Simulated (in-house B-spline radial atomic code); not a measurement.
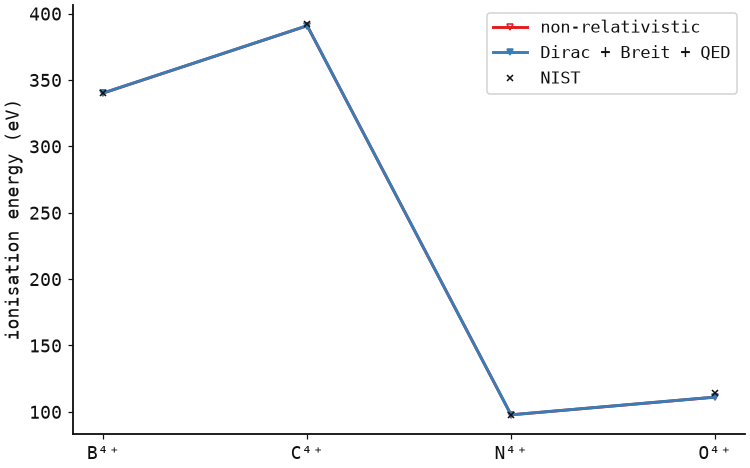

Ionisation energies with and without relativity, with NIST's values as crosses. The figure is for B⁴⁺, C⁴⁺, N⁴⁺ and O⁴⁺. Level of theory: Hartree–Fock ΔSCF; calculated with a B-spline radial atomic code.

For which species does relativity change the ionisation energy most?

B⁴⁺: from 340.1 eV to 340.2 eV, a change of 0.0837 eV.
